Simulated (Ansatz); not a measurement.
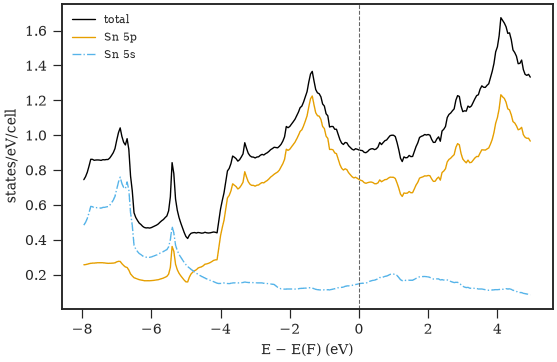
Figure: Total and projected density of states of Sn (β-Sn type, I4_1/amd), LDA in the plane-wave PAW code Ansatz

### Question
Which orbitals carry the states next to the Fermi level?

### Answer
Within 0.5 eV of the Fermi level: Sn 5p 82 %, Sn 5s 16 %. Projections are on Löwdin-orthogonalised atomic valence shells; empty p or d shells of many metals are not among them.

### Question
Where is the tallest occupied peak in this window, and what makes it?

### Answer
Near -1.3 eV, about 1.4 states/eV per cell; the largest projected share is Sn 5p.

Symmetry was held in the LDA relaxation. Scalar-relativistic: spin–orbit coupling is off unless named, which matters more the heavier the elements.

Potentials: the earlier of the program's two PAW sets. The files were generated under PBE; for other functionals the program regenerates the frozen cores, and for LDA and PBEsol the local potential too.
